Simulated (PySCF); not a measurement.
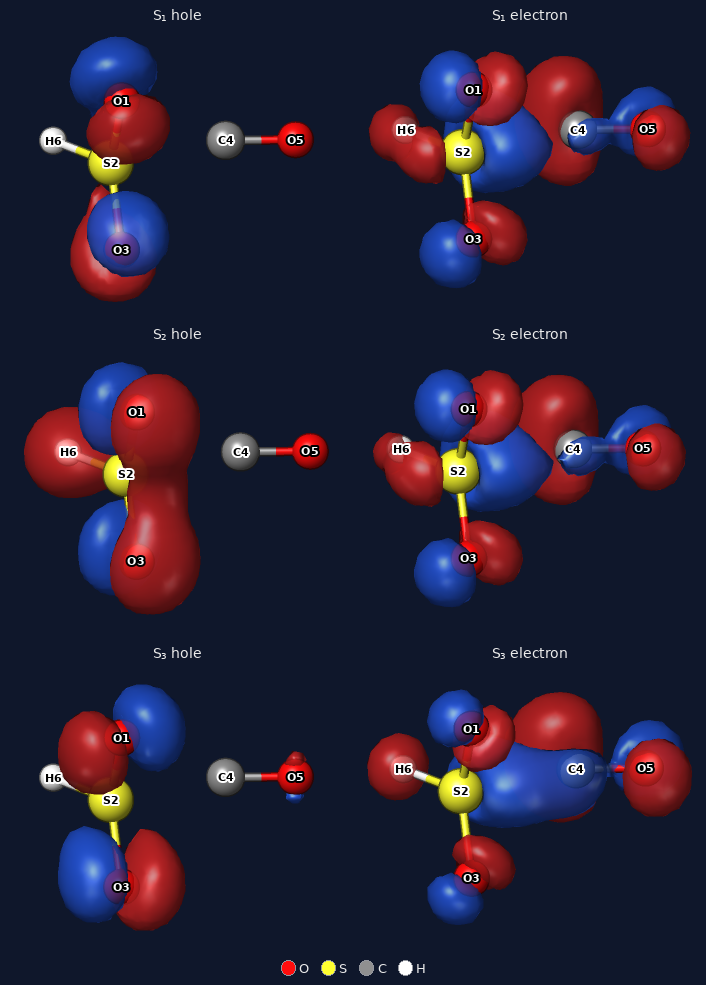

Figure. CHO3S, charge +1, SMILES `O=[SH](=O)C#[O+]`. Leading natural transition orbitals (TDA singlet states).

PySCF calculation, PBE/def2-SVPD, gas phase; geometry: GFN2-xTB. No frequency check shows the geometry to be a minimum. GFN2-xTB bond lengths at metals and heavier atoms can be off by up to 0.1 Å and shapes distorted, which carries into these values.

The calculation's input:

```python
import numpy as np
from pyscf import gto, scf, dft, tdscf
from pyscf.scf import atom_ks, atom_hf
from scipy.linalg import block_diag

def solve(mol, dm0=None, hcore=None):
    mf = (dft.UKS if mol.spin else dft.RKS)(mol, xc='pbe')
    mf.grids.level = 3
    mf = mf.density_fit(auxbasis='def2-universal-jkfit')
    mf.conv_tol, mf.max_cycle = 1e-8, 80
    if hcore is not None:
        mf.get_hcore = lambda *args: hcore
    mf.kernel(dm0)
    if not mf.converged:
        mf = mf.newton().run(mf.mo_coeff, mf.mo_occ, max_cycle=30)
    assert mf.converged, 'SCF not converged'
    return mf

mol = gto.M(atom='''
O      0.87663    -1.25551     0.36986
S      0.74573     0.00024    -0.23774
O      0.88077     1.25292     0.37110
C     -1.36737     0.00246    -0.32465
O     -2.35464     0.00030     0.17807
H      1.05038    -0.00035    -1.60053
''', basis='def2-svpd', charge=1, spin=0, verbose=4)
mf = solve(mol)
td = mf.TDA()
td.nstates, td.singlet, td.conv_tol = 5, True, 1e-5
td.kernel()
td.analyze()
x, y = np.array([p[0] for p in td.xy]), np.array([p[1] + 0 * p[0] for p in td.xy])
f, mu = td.oscillator_strength(), td.transition_dipole()
nto = [td.get_nto(state=i + 1, verbose=4) for i in range(len(td.e))]
# spherically averaged free atoms, for the promolecule
atm = atom_ks.get_atm_nrks(mol, xc='pbe')
pro = block_diag(*[(atm[a[0]][2] * atm[a[0]][3]) @ atm[a[0]][2].T for a in mol._atom])
np.savez('result.npz', e=td.e, f=f, ok=td.converged, w=[n[0] for n in nto], nto=[n[1] for n in nto], x=x, y=y, c=mf.mo_coeff, occ=mf.mo_occ, eps=mf.mo_energy, pro=pro, mu=mu)
```

Run with:

```sh
OMP_NUM_THREADS=1 python input.py
```

The run took 95 s on 1 thread of Arm Neoverse V2 (shared host), peak memory 0.58 GiB.

> Describe these excited states.

By state:
- S₁: 4.98 eV (249 nm), f = 0.000 (dark); the leading pair carries 100 %; hole on O1 and O3 (42 % each) and S2 (15 %), electron on C4 (29 %), S2 (27 %) and O1 and O3 (14 % each); their centroids lie 1.2 Å apart.
- S₂: 5.39 eV (230 nm), f = 0.014; the leading pair carries 100 %; hole on O1 and O3 (34 % each), S2 (19 %) and H6 (11 %), electron on C4 (30 %), S2 (26 %) and O1 and O3 (14 % each); their centroids lie 1.2 Å apart.
- S₃: 5.98 eV (207 nm), f = 0.007; the leading pair carries 74 %; hole on O1 and O3 (41 % each) and S2 (15 %), electron on C4 (33 %), S2 (24 %) and O5 (17 %) (shares are of the whole state, not of the leading pair alone); their centroids lie 1.4 Å apart.
